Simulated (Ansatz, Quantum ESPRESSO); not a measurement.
**WS2 [001], 2H: pulling along c**

The c axis is held at a set length while the cell relaxes sideways. How do the lateral strain and the stress follow? The strained cell has c along the load; unstrained it is a = 3.1542 Å, b = 3.1542 Å, c = 12.1389 Å, α = 90.00°, β = 90.00°, γ = 120.00°, with 6 atoms.

Calculated with Ansatz 0.2.0, PBE-D3(BJ), PAW files of the set soft_1, cutoff 600 eV, Fermi–Dirac smearing 0.02 eV, k-mesh 10×10×3, no spin polarisation, no spin-orbit coupling.

Relaxed positions at 0 %:

```
atom       x       y       z
   W  0.3333  0.6667  0.2500
   W  0.6667  0.3333  0.7500
   S  0.3333  0.6667  0.6203
   S  0.6667  0.3333  0.1203
   S  0.3333  0.6667  0.8797
   S  0.6667  0.3333  0.3797
```

```
ε_c (%)   a (Å)    c (Å)  ε_a (%)  σ (GPa, tension positive)
     −3  3.1585  11.7747    0.137                      −2.55
     −2  3.1568  11.8961    0.083                      −1.56
     −1  3.1554  12.0175    0.037                      −0.71
      0  3.1542  12.1389    0.000                      −0.01
      2  3.1524  12.3817   −0.056                       1.07
      3  3.1518  12.5031   −0.076                       1.47
```

**Question.** Fit both responses and give the free strain and the stress at +1 %, a row left out above.

Least squares with y = y0 + y1 ε + y2 ε² (ε in %) gives ε_a = −0.001 + (−0.0352) ε + (0.0035) ε² and σ = 0.00 + (0.666) ε + (−0.060) ε² GPa. The linear terms put the ratio of free to applied strain at −0.035 and the Young modulus at 67 GPa.

At +1 % the free strain comes out as −0.032 %. The run itself gives −0.031 %, so the estimate misses by 0.001 %, a rounding's worth.

The stress comes out as 0.61 GPa. The run itself gives 0.59 GPa, so the estimate misses by 0.02 GPa; the fitted rows themselves lie up to 0.02 GPa off the law.

The negative ε² term means that the crystal stiffens in compression and softens in tension.

The same fit over all rows at other levels or in other programs gives the strain ratio = −0.035 with PBE-D3(BJ) (Quantum ESPRESSO, PseudoDojo) and −0.040 with PBE-D3(BJ) (Quantum ESPRESSO, GBRV).

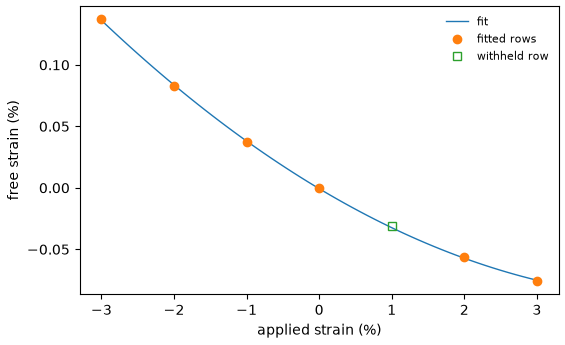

The fitted law, the rows behind it and the withheld row.

[Logs are printed without paths, hosts, clocks, repeated set-up lines and the standing remarks that a program may print on its own settings, such as how far it seeks lower states.]
